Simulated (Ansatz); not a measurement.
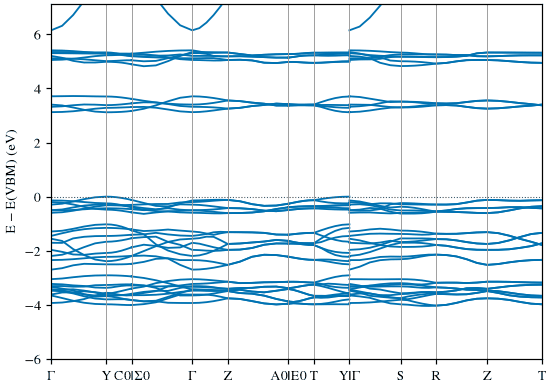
*Band structure from r²SCAN in the plane-wave PAW code Ansatz*

### Question
Read off the gap and where the band edges lie.

### Answer
About 3.1 eV (3.12 eV by a search for the band edges); maximum at Y, minimum at Y.

The material is Na₂CrO₄ in space group Cmcm (No. 63; Pearson symbol oS28).

The workflow started from a Materials Project entry (that database holds measured and hypothetical structures alike); the Crystallography Open Database files this formula in space group No. 63, but the cells were not matched. Whether it is the stable phase at ambient conditions was not checked. Symmetry was held in the r²SCAN relaxation; its stability against distortions is not shown here. No spin polarisation was allowed. No Hubbard U is applied.

Potentials: the later of the program's two PAW sets.
